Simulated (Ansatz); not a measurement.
# SVWN5/def2-SVP (core potential) run of SnGeH6 (SMILES [GeH3][SnH3])

What is the electronic atomisation energy of SnGeH6 at SVWN5/def2-SVP (core potential)? 

The results are computed with Ansatz 0.2.0.

41 further runs of the same task are left out: 41 set aside as unsound or not needed.

## Step 1: The structure to begin with

SnGeH6 has 8 atoms, charge 0, and is taken as a singlet. SMILES: `[GeH3][SnH3]`. The coordinates come from a PBE0-D4/def2-TZVP relaxation.

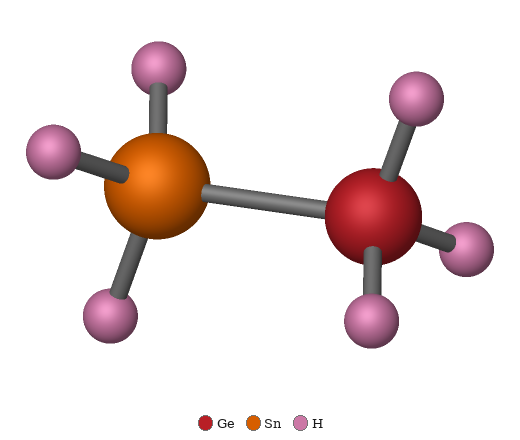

Viewed from a chosen angle; germanium red, tin orange, hydrogen pink.

## Step 2: A single-point energy at SVWN5/def2-SVP (core potential)

Contents of job.yaml:

```yaml
crystal:
  periodic: [false, false, false]
  atoms:
    - {symbol: Ge, position_ang: [-0.754100, 0.285800, -1.041300]}
    - {symbol: Sn, position_ang: [0.751500, -0.290300, 0.992300]}
    - {symbol: H, position_ang: [-1.830800, 1.307300, -0.639500]}
    - {symbol: H, position_ang: [-1.453400, -0.978600, -1.567000]}
    - {symbol: H, position_ang: [0.087500, 0.886500, -2.179300]}
    - {symbol: H, position_ang: [-0.187600, -0.932800, 2.265200]}
    - {symbol: H, position_ang: [1.931000, -1.444200, 0.553800]}
    - {symbol: H, position_ang: [1.547900, 1.109100, 1.560100]}
basis:
  gaussian:
    orbitals: def2-SVP
hamiltonian:
  xc: {name: SVWN5}
accuracy: high
output: {orbitals: {seedname: orbitals}}
```

Command:

```
$ ansatz run job.yaml --threads 1 --pin off --max-ram 3480MiB --events-out events.jsonl --progress --plain --runs-dir runs
```

What it wrote:

```text
Warning: RAYON_NUM_THREADS=1 ignored (pool sized by the plan → 1); use --threads N
Functional definition: SVWN5
  name "SVWN5"
  exchange = slater_x
  correlation = vwn5_c
2024 factors; integrals over basis functions are off by at most 1.1e-8 eV
mean field evaluation 1: about -62341.9117 eV, gradient 2.5e1 eV
mean field evaluation 2: about -62342.5709 eV, gradient 2.3e1 eV
mean field evaluation 4: about -62343.1158 eV, gradient 6.9e-1 eV
mean field evaluation 8: about -62343.1077 eV, gradient 4.1e-2 eV
mean field evaluation 16: about -62343.1077 eV, gradient 5.2e-6 eV
mean field -62343.10771220 eV, -2291.0669507471 hartree, gradient 2.7e-8 eV, S^2 0.000000; 0 other end points of the search recorded, 0 dependent functions left out
reference -62343.10771611 eV, -2291.0669508907 hartree; 30, 30 occupied and 58, 58 virtual orbitals, 2024 factors
Total energy: -62343.10771611 eV, -2291.0669508907 hartree
```

Wall time 4.2 s (1 thread of Arm Neoverse V2, shared host); peak memory 0.22 GiB.

## Step 3: The Ge atom, same level

Contents of job.yaml:

```yaml
basis:
  gaussian:
    orbitals: def2-SVP
crystal:
  periodic: [false, false, false]
  atoms:
    - symbol: Ge
      position_ang: [0.000000, 0.000000, 0.000000]
magnetization:
  spin_polarized: true
  initial_magnetization: 2
hamiltonian:
  xc: {name: SVWN5}
accuracy: high
```

Run the same way, it converges to -2073.49431 Eh (log not shown).

## Step 4: The H atom, same level

Contents of molecule.yaml:

```yaml
crystal:
  periodic: [false, false, false]
  atoms:
    - symbol: H
      position_ang: [0.000000, 0.000000, 0.000000]
basis:
  gaussian:
    orbitals: def2-SVP
magnetization:
  spin_polarized: true
  initial_magnetization: 1
hamiltonian:
  xc: {name: SVWN5}
accuracy: high
```

Run the same way, it converges to -0.47747 Eh (log not shown).

## Step 5: The Sn atom at the same level

Contents of run.yaml:

```yaml
crystal:
  periodic: [false, false, false]
  atoms:
    - {symbol: Sn, position_ang: [0.000000, 0.000000, 0.000000]}
basis:
  gaussian:
    orbitals: def2-SVP
magnetization:
  spin_polarized: true
  initial_magnetization: 2
hamiltonian:
  xc: {name: SVWN5}
accuracy: high
```

Run the same way, it converges to -213.90349 Eh (log not shown).

## Step 6: Results

Level: SVWN5/def2-SVP (core potential).

| quantity | value |
| --- | --- |
| molecule: total energy | -2291.06695 Eh |
| molecule: HOMO energy | -6.95 eV |
| molecule: LUMO energy | -0.95 eV |
| molecule: HOMO–LUMO gap | 6.00 eV |
| Ge atom: total energy | -2073.49431 Eh |
| Ge atom: ⟨S²⟩ | 2.001 |
| H atom: total energy | -0.47747 Eh |
| H atom: ⟨S²⟩ | 0.750 |
| Sn atom: total energy | -213.90349 Eh |
| Sn atom: ⟨S²⟩ | 2.001 |
| electronic atomisation energy | 21.887 eV |

In words: Taking the molecule apart into free atoms costs 21.89 eV (505 kcal/mol), before zero-point energy and without spin-orbit coupling.
